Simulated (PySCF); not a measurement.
C4H8O3, SMILES COC(=O)CCO at its GFN2-xTB optimised geometry (Å):

```
15

C      1.2509     1.3297    -0.0546
O      0.6237     0.0556     0.0000
C     -0.7112     0.0556     0.0000
O     -1.3846     1.0508     0.0000
C     -1.2562    -1.3572    -0.0140
C     -1.0552    -1.9802    -1.4048
O     -1.5821    -1.1948    -2.4402
H      1.0181     1.8232    -1.0000
H      2.3191     1.1473     0.0280
H      0.9021     1.9591     0.7666
H     -2.3191    -1.3161     0.2313
H     -0.7289    -1.9591     0.7249
H      0.0119    -2.0721    -1.6194
H     -1.5045    -2.9850    -1.4119
H     -2.4950    -0.9641    -2.2314
```

Method: PBE0/def2-TZVP (PySCF 2.14.0). Cells within 0.4 Å of a nucleus heavier than hydrogen are left out (blank, or x).

Map of the electrostatic potential (hartree/e), clipped to [-0.08, 0.12] on the plane z = 0.0 Å:

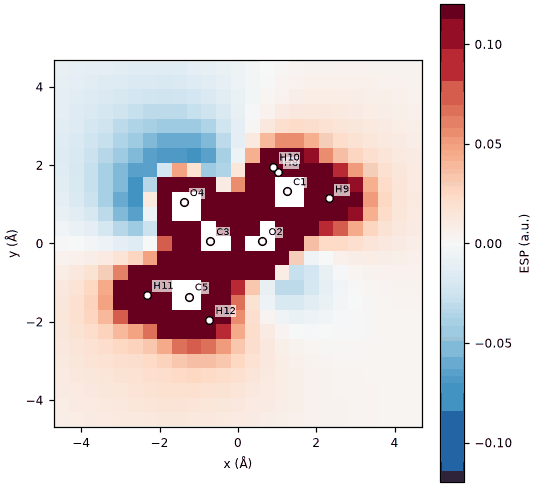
Figure: Electrostatic potential (hartree/e), clipped to [-0.08, 0.12] on the plane z = 0.0 Å.
